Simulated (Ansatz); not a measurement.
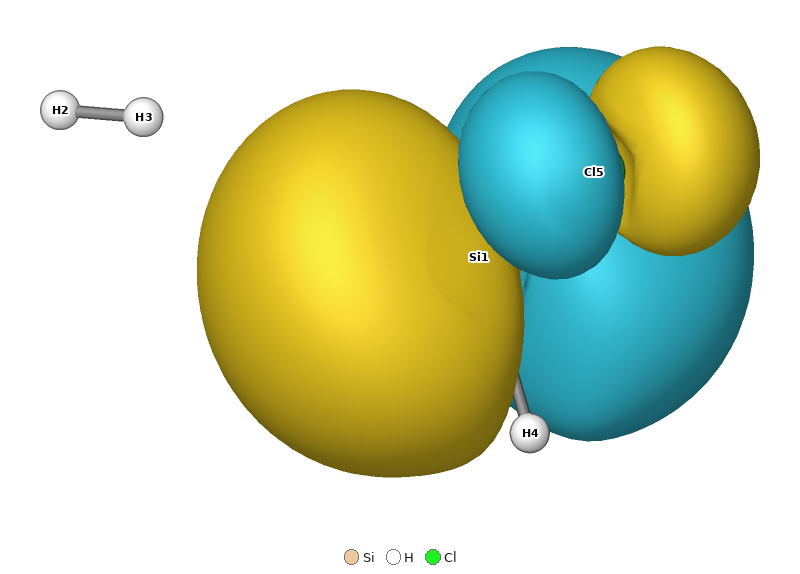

The picture shows: ClHSi···H2. The LUMO at ±0.08 Å⁻³ᐟ² (yellow and cyan are the two phases), seen at an oblique angle.

Theory: RKS PBE0/cc-pVDZ in Ansatz.

The calculation's input:

```
crystal:
  periodic: [false, false, false]
  atoms:
    - { symbol: Si, position_ang: [-0.273086, -0.029883, -0.205163] }
    - { symbol: H, position_ang: [1.67955, 0.032415, 1.626822] }
    - { symbol: H, position_ang: [2.09466, 0.028941, 1.044733] }
    - { symbol: H, position_ang: [-1.185108, 1.061764, -0.831889] }
    - { symbol: Cl, position_ang: [-1.424816, -1.639937, -1.003703] }
basis:
  gaussian: { orbitals: cc-pVDZ }
hamiltonian:
  xc: pbe0
relax:
  f_tol: 0.03
  max_steps: 50
output:
  orbitals: {}
```

Run with:

```sh
ansatz run input.yaml --threads 1 --pin off --max-ram 2048MiB --backend cpu --events-out ev --progress --plain --runs-dir out
```

The fields are those of the run's last geometry, not of the input's.

**What is the character of this orbital?**

Its weight (Hirshfeld) is mainly on Si1 (about 85 %) and Cl5 (about 10 %). Its energy is −3.07 eV.
